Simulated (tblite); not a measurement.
## Geometry relaxation of C₂H₁₂FNSi₃ (part 3 of 3)

Continued. System: C₂H₁₂FNSi₃, SMILES F[SiH2]N[SiH2]CC[SiH3]. Method: GFN2-xTB geometry optimisation, gas phase (tblite 0.8.0). It belongs to a series of runs on one base structure; here: H on C replaced by CH2SiH3.

Geometry of the input (Å):
```
F  -4.5433  0.6271  -0.9263
Si -3.7881  -0.3038  0.2323
N  -2.1651  -0.7869  -0.3905
Si -0.8601  0.2279  0.2429
C  0.8383  -0.4363  -0.1963
C  1.7963  0.5923  0.3563
Si 3.5819  0.2035  0.0506
H  -3.6425  0.4857  1.4640
H  -4.6474  -1.4917  0.4529
H  -1.9595  -1.7837  -0.1472
H  -0.9080  1.6027  -0.2200
H  -0.8756  0.2634  1.7392
H  0.8482  -0.4807  -1.3045
H  0.9666  -1.4164  0.2664
H  1.5735  0.6666  1.4477
H  1.5455  1.5788  -0.1142
H  4.1152  1.1052  -0.9789
H  4.2993  0.5719  1.2993
H  3.8151  -1.2165  -0.2508
```

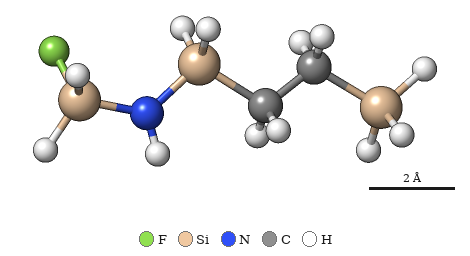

Fig. 1: The geometry at step 175 of the log (ball-and-stick view, seen at a tilt).

## Trajectory as extended XYZ, continued
```
19
Properties=species:S:1:pos:R:3:forces:R:3 step=142 energy=-635.49655
F    -4.3635    0.8082   -0.5500    0.0070  -0.0080   0.0100
Si   -3.8238   -0.5389    0.1494   -0.0010   0.0050  -0.0030
N    -2.1232   -0.6498   -0.0631    0.0000  -0.0040  -0.0100
Si   -0.9257    0.4759    0.4946   -0.0040   0.0040   0.0000
C     0.7656   -0.2225   -0.0059    0.0040  -0.0030  -0.0010
C     1.9066    0.6890    0.4418    0.0020   0.0030   0.0030
Si    3.6204    0.0148   -0.0283    0.0000   0.0000  -0.0080
H    -4.1597   -0.3617    1.5500   -0.0030  -0.0030  -0.0020
H    -4.4486   -1.6388   -0.5632   -0.0030   0.0050  -0.0010
H    -1.7953   -1.3803   -0.6717    0.0000  -0.0020   0.0050
H    -1.1308    1.8028   -0.0981   -0.0030  -0.0010  -0.0060
H    -1.0450    0.5629    1.9556    0.0000   0.0070   0.0030
H     0.8207   -0.3555   -1.0885   -0.0030   0.0010  -0.0020
H     0.9069   -1.2129    0.4318    0.0040  -0.0020  -0.0020
H     1.8449    0.8288    1.5226    0.0040  -0.0010   0.0030
H     1.7635    1.6782    0.0029    0.0040   0.0000   0.0040
H     3.7155   -0.0952   -1.4874   -0.0010  -0.0040   0.0160
H     4.6628    0.9178    0.4644   -0.0060  -0.0050  -0.0030
H     3.7989   -1.3135    0.5661    0.0000   0.0090  -0.0050
19
Properties=species:S:1:pos:R:3:forces:R:3 step=150 energy=-635.49712
F    -4.3583    0.8237   -0.5173    0.0100  -0.0020   0.0050
Si   -3.8201   -0.5430    0.1431   -0.0020   0.0070   0.0080
N    -2.1192   -0.6463   -0.0708   -0.0080   0.0050   0.0030
Si   -0.9270    0.4807    0.4972   -0.0060  -0.0010  -0.0080
C     0.7648   -0.2171   -0.0042    0.0040   0.0030   0.0000
C     1.9082    0.6909    0.4457   -0.0010  -0.0060   0.0020
Si    3.6179    0.0102   -0.0306   -0.0080   0.0060   0.0140
H    -4.1613   -0.4035    1.5473   -0.0010  -0.0080  -0.0050
H    -4.4460   -1.6213   -0.6005    0.0000   0.0000  -0.0020
H    -1.7865   -1.3812   -0.6712    0.0010  -0.0010   0.0060
H    -1.1363    1.8060   -0.0982    0.0030  -0.0050  -0.0020
H    -1.0507    0.5716    1.9581    0.0020  -0.0020  -0.0060
H     0.8155   -0.3441   -1.0880    0.0080   0.0020   0.0080
H     0.9078   -1.2103    0.4274   -0.0070   0.0110  -0.0040
H     1.8518    0.8219    1.5284   -0.0050   0.0080  -0.0150
H     1.7663    1.6837    0.0139    0.0030  -0.0160   0.0090
H     3.6917   -0.1527   -1.4850    0.0020   0.0020   0.0020
H     4.6607    0.9346    0.4185    0.0040  -0.0010  -0.0070
H     3.8107   -1.2945    0.6091    0.0030  -0.0010  -0.0070
19
Properties=species:S:1:pos:R:3:forces:R:3 step=158 energy=-635.49768
F    -4.3418    0.8667   -0.4420   -0.0010  -0.0020   0.0050
Si   -3.8208   -0.5428    0.1348   -0.0040  -0.0030   0.0030
N    -2.1211   -0.6377   -0.0886    0.0040   0.0000   0.0080
Si   -0.9289    0.4777    0.5006    0.0110   0.0030  -0.0010
C     0.7654   -0.2197    0.0060   -0.0040  -0.0020  -0.0080
C     1.9077    0.6973    0.4393   -0.0080  -0.0030  -0.0020
Si    3.6171    0.0089   -0.0258    0.0050  -0.0040  -0.0030
H    -4.1704   -0.4896    1.5432   -0.0040  -0.0020  -0.0020
H    -4.4480   -1.5746   -0.6715   -0.0070   0.0070  -0.0040
H    -1.7869   -1.3798   -0.6788    0.0070  -0.0050   0.0050
H    -1.1355    1.8071   -0.0859    0.0050  -0.0030   0.0000
H    -1.0550    0.5550    1.9624   -0.0030   0.0020  -0.0090
H     0.8152   -0.3604   -1.0761    0.0040  -0.0060   0.0060
H     0.9118   -1.2067    0.4505   -0.0060   0.0110  -0.0060
H     1.8489    0.8537    1.5180    0.0040  -0.0070   0.0040
H     1.7654    1.6801   -0.0132    0.0010   0.0040  -0.0080
H     3.6763   -0.2222   -1.4718   -0.0070   0.0070  -0.0030
H     4.6593    0.9628    0.3575    0.0020  -0.0030   0.0100
H     3.8315   -1.2665    0.6643    0.0000   0.0070   0.0040
19
Properties=species:S:1:pos:R:3:forces:R:3 step=167 energy=-635.49830
F    -4.3159    0.9186   -0.3178    0.0060   0.0030   0.0090
Si   -3.8210   -0.5462    0.1259    0.0020   0.0070   0.0010
N    -2.1210   -0.6306   -0.1068   -0.0090   0.0020   0.0000
Si   -0.9282    0.4783    0.4964   -0.0120  -0.0020  -0.0020
C     0.7668   -0.2228    0.0108   -0.0150  -0.0070  -0.0060
C     1.9069    0.7036    0.4301   -0.0070  -0.0170  -0.0050
Si    3.6184    0.0094   -0.0188    0.0070  -0.0060  -0.0130
H    -4.1886   -0.6216    1.5304    0.0030  -0.0040  -0.0110
H    -4.4652   -1.4852   -0.7754    0.0090  -0.0030  -0.0010
H    -1.7812   -1.3940   -0.6657   -0.0040   0.0000   0.0080
H    -1.1287    1.8109   -0.0835   -0.0020  -0.0090  -0.0050
H    -1.0628    0.5452    1.9577    0.0050   0.0120   0.0050
H     0.8185   -0.3816   -1.0683   -0.0010  -0.0010  -0.0060
H     0.9099   -1.2032    0.4707    0.0200   0.0110   0.0030
H     1.8436    0.8803    1.5052    0.0080   0.0060   0.0020
H     1.7647    1.6760   -0.0448   -0.0010   0.0020   0.0090
H     3.6473   -0.3090   -1.4494    0.0030   0.0010   0.0010
H     4.6577    0.9962    0.2794   -0.0030   0.0040   0.0140
H     3.8690   -1.2152    0.7467   -0.0100   0.0030  -0.0020
19
Properties=species:S:1:pos:R:3:forces:R:3 step=175 energy=-635.49967
F    -4.2853    0.9525   -0.2122   -0.0140   0.0160  -0.0040
Si   -3.8213   -0.5495    0.1184    0.0130  -0.0280  -0.0120
N    -2.1213   -0.6224   -0.1168   -0.0020  -0.0090   0.0010
Si   -0.9296    0.4854    0.4913    0.0140  -0.0070  -0.0070
C     0.7655   -0.2266    0.0191    0.0070  -0.0120   0.0110
C     1.9064    0.7080    0.4180   -0.0040  -0.0010  -0.0090
Si    3.6185    0.0084   -0.0192   -0.0230  -0.0060  -0.0080
H    -4.2177   -0.7330    1.5047    0.0080   0.0000   0.0170
H    -4.4635   -1.4230   -0.8489    0.0050   0.0190  -0.0100
H    -1.7752   -1.4114   -0.6354   -0.0080   0.0030   0.0170
H    -1.1260    1.8120   -0.1007   -0.0050   0.0010  -0.0160
H    -1.0636    0.5710    1.9517    0.0010   0.0020   0.0100
H     0.8179   -0.4143   -1.0558   -0.0040   0.0160   0.0140
H     0.9126   -1.1934    0.5047   -0.0010  -0.0160   0.0020
H     1.8487    0.9067    1.4896   -0.0150   0.0030  -0.0030
H     1.7615    1.6697   -0.0761    0.0040   0.0250   0.0050
H     3.6372   -0.3285   -1.4449    0.0210  -0.0120  -0.0090
H     4.6581    0.9979    0.2646    0.0070   0.0150   0.0110
H     3.8671   -1.2005    0.7710   -0.0040  -0.0090  -0.0110
19
Properties=species:S:1:pos:R:3:forces:R:3 step=183 energy=-635.50360
F    -4.2258    0.9946   -0.0023    0.0040  -0.0510   0.0260
Si   -3.8219   -0.5567    0.1154   -0.0400   0.0460  -0.0570
N    -2.1202   -0.6300   -0.1038   -0.0030  -0.0560  -0.0130
Si   -0.9255    0.4910    0.4748   -0.0040  -0.0030   0.0020
C     0.7690   -0.2446    0.0397   -0.0090   0.0220  -0.0070
C     1.8992    0.7222    0.3869    0.0140  -0.0050   0.0020
Si    3.6164    0.0176   -0.0208    0.0000  -0.0230  -0.0050
H    -4.2595   -0.9416    1.4488   -0.0020   0.0100   0.0070
H    -4.4783   -1.2425   -0.9874    0.0220   0.0130   0.0260
H    -1.7733   -1.4697   -0.5358    0.0030   0.0140   0.0190
H    -1.1254    1.7830   -0.1883    0.0070  -0.0020   0.0080
H    -1.0528    0.6412    1.9315   -0.0040   0.0090  -0.0060
H     0.8174   -0.4820   -1.0244    0.0090  -0.0120  -0.0160
H     0.9278   -1.1849    0.5728   -0.0140   0.0180  -0.0120
H     1.8355    0.9704    1.4467    0.0230   0.0050   0.0470
H     1.7436    1.6608   -0.1476    0.0000  -0.0040  -0.0180
H     3.6696   -0.2950   -1.4532    0.0180   0.0000   0.0300
H     4.6617    0.9856    0.3170   -0.0150   0.0100  -0.0100
H     3.8326   -1.2099    0.7529   -0.0090   0.0090  -0.0230
19
Properties=species:S:1:pos:R:3:forces:R:3 step=192 energy=-635.50651
F    -4.1902    0.9985    0.1346    0.0060  -0.0140  -0.0060
Si   -3.8273   -0.5650    0.1154   -0.0050   0.0130   0.0070
N    -2.1207   -0.6562   -0.0632    0.0000   0.0140   0.0020
Si   -0.9288    0.5057    0.4409   -0.0030   0.0100   0.0010
C     0.7673   -0.2390    0.0273    0.0010   0.0020   0.0040
C     1.9001    0.7182    0.3917    0.0080  -0.0030  -0.0070
Si    3.6182    0.0176   -0.0188    0.0070  -0.0130  -0.0130
H    -4.3105   -1.0531    1.3995    0.0030  -0.0070   0.0040
H    -4.4807   -1.1336   -1.0527    0.0130   0.0050  -0.0010
H    -1.7659   -1.5297   -0.4128   -0.0110  -0.0100  -0.0030
H    -1.1364    1.7594   -0.2902   -0.0060  -0.0100   0.0000
H    -1.0415    0.7411    1.8875   -0.0040  -0.0040  -0.0060
H     0.8308   -0.4792   -1.0360   -0.0040   0.0050   0.0010
H     0.9118   -1.1794    0.5627   -0.0050  -0.0120   0.0010
H     1.8380    0.9531    1.4557    0.0000   0.0010   0.0030
H     1.7486    1.6627   -0.1335    0.0060   0.0080  -0.0020
H     3.7019   -0.2629   -1.4555   -0.0050   0.0080   0.0090
H     4.6526    0.9849    0.3530   -0.0010  -0.0050   0.0030
H     3.8228   -1.2338    0.7173    0.0000   0.0110   0.0040
19
Properties=species:S:1:pos:R:3:forces:R:3 step=200 energy=-635.50680
F    -4.1830    0.9976    0.1585    0.0000  -0.0060   0.0010
Si   -3.8276   -0.5668    0.1180    0.0010   0.0090  -0.0020
N    -2.1205   -0.6606   -0.0536    0.0000   0.0030   0.0030
Si   -0.9299    0.5099    0.4335   -0.0020   0.0020   0.0010
C     0.7668   -0.2362    0.0255    0.0030   0.0000  -0.0010
C     1.9021    0.7170    0.3937    0.0010   0.0010   0.0000
Si    3.6196    0.0160   -0.0198   -0.0060   0.0010   0.0020
H    -4.3188   -1.0773    1.3905    0.0010  -0.0020  -0.0010
H    -4.4735   -1.1100   -1.0661    0.0000  -0.0020   0.0010
H    -1.7680   -1.5416   -0.3868    0.0010  -0.0010   0.0000
H    -1.1447    1.7514   -0.3150   -0.0020  -0.0010   0.0000
H    -1.0419    0.7620    1.8769   -0.0010   0.0010   0.0010
H     0.8314   -0.4732   -1.0383   -0.0010   0.0000  -0.0020
H     0.9065   -1.1793    0.5582    0.0020   0.0010  -0.0010
H     1.8412    0.9471    1.4591   -0.0010   0.0000  -0.0020
H     1.7531    1.6649   -0.1266    0.0000  -0.0020  -0.0010
H     3.7038   -0.2558   -1.4575   -0.0030  -0.0010   0.0010
H     4.6543    0.9805    0.3578    0.0010  -0.0040   0.0020
H     3.8195   -1.2364    0.7150    0.0060  -0.0010   0.0000
```

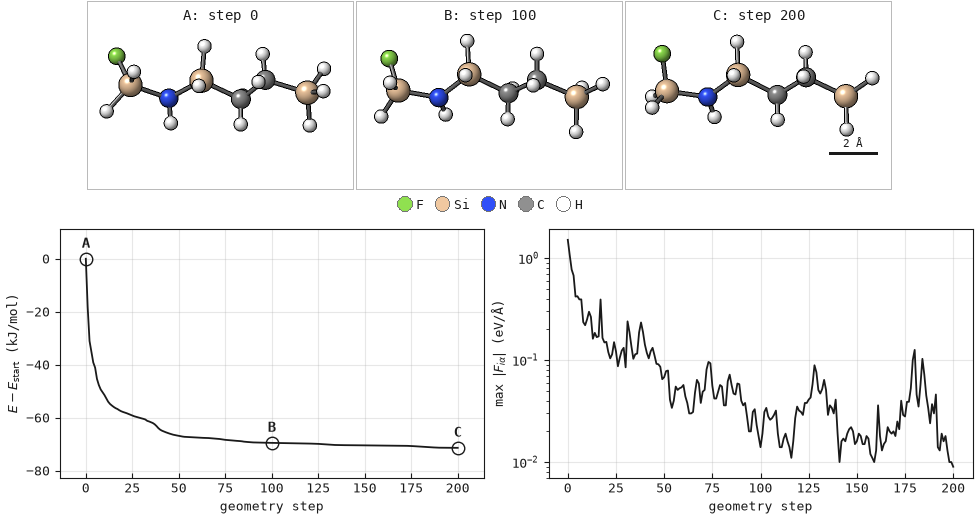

Fig. 2: Frames of the relaxation (ball-and-stick view, seen at a tilt) above the curves, on which the letters mark them (steps are counted from 0).

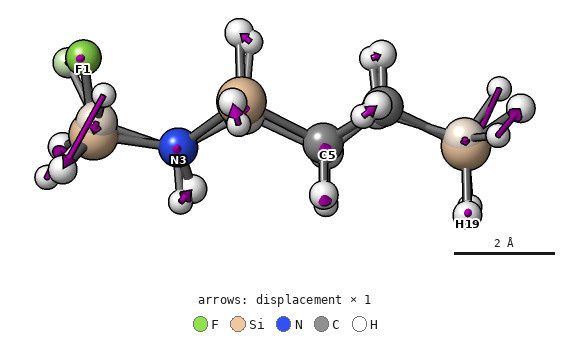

Fig. 3: Start (faint) and end (solid) with the displacements as pink arrows, at true length (ball-and-stick view, seen at a tilt). The two geometries are laid on each other by the best rigid fit. Over 200 geometry steps the energy falls by 71.4 kJ/mol. The largest force component goes from 1.5 to 0.009 eV/Å. The atom that moves furthest after the best rigid fit is H8 (1.74 Å). Largest moves by element: H 1.74 Å, F 1.24 Å, N 0.36 Å, Si 0.35 Å, C 0.31 Å. Among the contacts that change: Si2–N3 1.804 → 1.718 Å, F1–Si2 1.667 → 1.605 Å, C6–Si7 1.853 → 1.901 Å, N3–H10 1.046 → 1.006 Å. Among the angles that change: Si2–N3–Si4 112.7° → 128.0°, Si4–N3–H10 108.5° → 116.3°, Si4–C5–C6 104.3° → 111.6°. (Atoms are counted from 1 in the order of the input.)

## Summary

| quantity | value |
| --- | --- |
| outcome | converged |
| total energy | −635.5068 eV |
| wall time | 3 s |
| peak memory | 0.18 GiB |
